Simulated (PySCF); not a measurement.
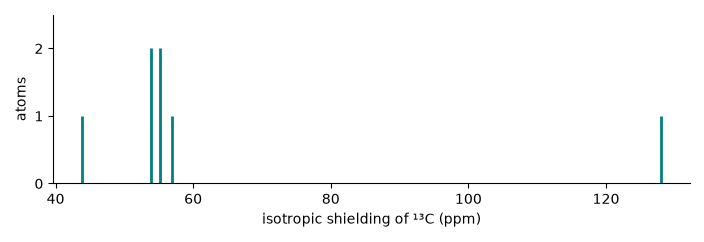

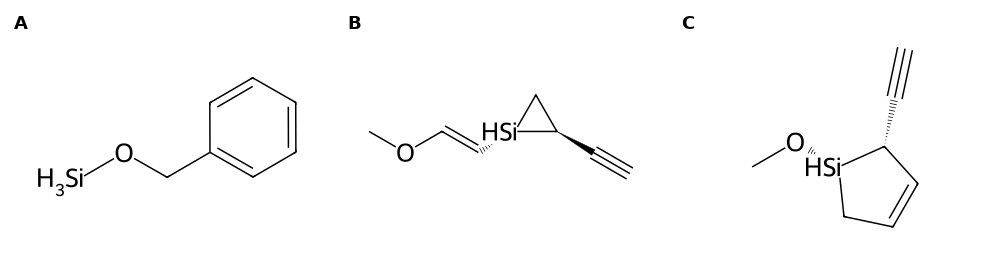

The sticks are computed shieldings of one of the molecules, for one fixed geometry (PBE0-D3(BJ)/def2-SVP) without averaging over rotations. Low shielding means a high chemical shift. Method: GIAO HF/pcSseg-1 NMR shielding, non-relativistic, gas phase (PySCF 2.14.0).

Match the spectrum to a structure.

A, `[SiH3]OCc1ccccc1`. Its 7 C atoms give lines at 43.9, 53.8 (2 atoms), 55.2 (2 atoms), 56.9, 127.9 ppm.
